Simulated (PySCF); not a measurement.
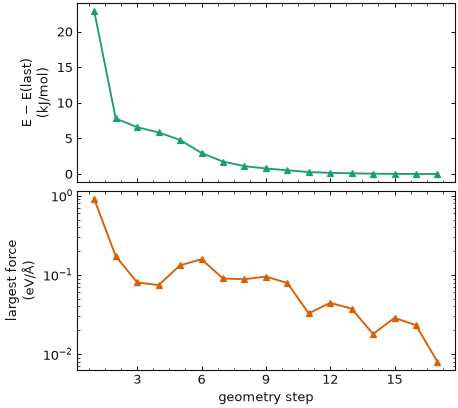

History of a geometry optimisation.

The run: C4H13NSi3 (SMILES C=C[SiH](C=C)N([SiH3])[SiH3]), by PBE0-D3(BJ)/def2-SVP, geometry optimisation (PySCF).

> How did the optimisation end?

The optimisation met its thresholds at geometry 17, counting the start as the first. The energy fell by about 23 kJ/mol from the first step to the last. The largest force goes from about 0.9 eV/Å at the start to 8 × 10⁻³ eV/Å at the end.
